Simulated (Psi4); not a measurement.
Process, species as SMILES: C#CC → C1C=C1
B3LYP-D3(BJ)/def2-TZVP geometries, fixed; electronic energies without zero-point terms.
Largest species:
```xyz
7

C     -0.0011    -0.0004     0.2181
C     -0.0068    -0.0029     1.4176
C      0.0060     0.0025    -1.2360
H     -0.0119    -0.0051     2.4795
H      0.0152     1.0232    -1.6237
H      0.8874    -0.5130    -1.6226
H     -0.8790    -0.5002    -1.6311
```

Basis-set convergence of the isomerisation energy at HF with Psi4. Cartesian d functions, on some or all atoms, in 6-31G*, 6-31+G*; all else is spherical. Density fitting with the program's default auxiliary sets. Psi4's default fitting sets serve the pcseg sets less well. No added dispersion term, no relativity. Functions are those of the species that has most. Reference: the value in def2-QZVPP, 27.01 kcal/mol, itself unsure by roughly 0.04 kcal/mol (its distance from cc-pVQZ). Deviations are taken from unrounded values.

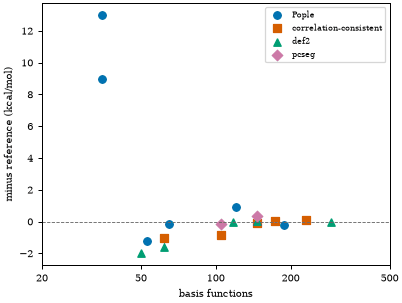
Fig. 1. Deviation from the reference against the number of basis functions, by family of sets.

| basis | functions | isomerisation energy (kcal/mol) | minus reference (kcal/mol) |
|---|---|---|---|
| 3-21G | 35 | 40.00 | 13.00 |
| 6-31G | 35 | 36.00 | 9.00 |
| def2-SV(P) | 50 | 25.02 | -1.99 |
| 6-31G* | 53 | 25.79 | -1.22 |
| cc-pVDZ | 62 | 26.00 | -1.01 |
| def2-SVP | 62 | 25.39 | -1.61 |
| 6-31+G* | 65 | 26.86 | -0.15 |
| aug-cc-pVDZ | 105 | 26.18 | -0.83 |
| aug-pcseg-1 | 105 | 26.88 | -0.13 |
| def2-TZVP | 117 | 27.00 | 0.00 |
| 6-311++G(2d,2p) | 121 | 27.90 | 0.89 |
| cc-pVTZ | 146 | 26.94 | -0.07 |
| pcseg-2 | 146 | 27.34 | 0.33 |
| def2-TZVPD | 147 | 27.02 | 0.01 |
| jun-cc-pV(T+d)Z | 173 | 27.06 | 0.05 |
| 6-311++G(3df,3pd) | 189 | 26.82 | -0.19 |
| aug-cc-pVTZ | 230 | 27.07 | 0.07 |
| def2-QZVPP | 291 | 27.01 | 0.00 |
